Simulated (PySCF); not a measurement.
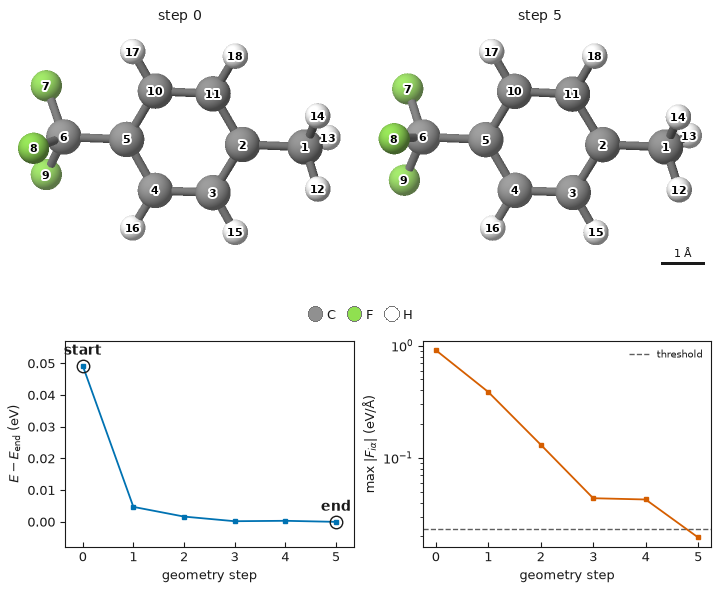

First and last geometry of a relaxation of C8H7F3, with the history of the run. Style: ball-and-stick. Shown at a tilt.

The start comes from GFN2-xTB.

All numbers below come from PySCF 2.14.0, density-fitted response routines, PBE0-D3(BJ)/def2-SVP geometry optimisation, gas phase. 

**What do the curves and the structures tell?**

It converged. Over 5 geometry steps the energy falls by 0.049 eV. Largest force component: 0.91 eV/Å at the start, 0.02 eV/Å at the end. The largest moves after the best rigid fit, 0.23 Å, are those of F8 and F9. Largest moves by element: F 0.23 Å, H 0.08 Å, C 0.05 Å. Among the contacts that change: C10–H17 1.079 → 1.092 Å, C1–H12 1.087 → 1.099 Å, C6–F8 1.350 → 1.339 Å, C2–C11 1.391 → 1.401 Å. The run took roughly 5 core-minutes on a shared host.
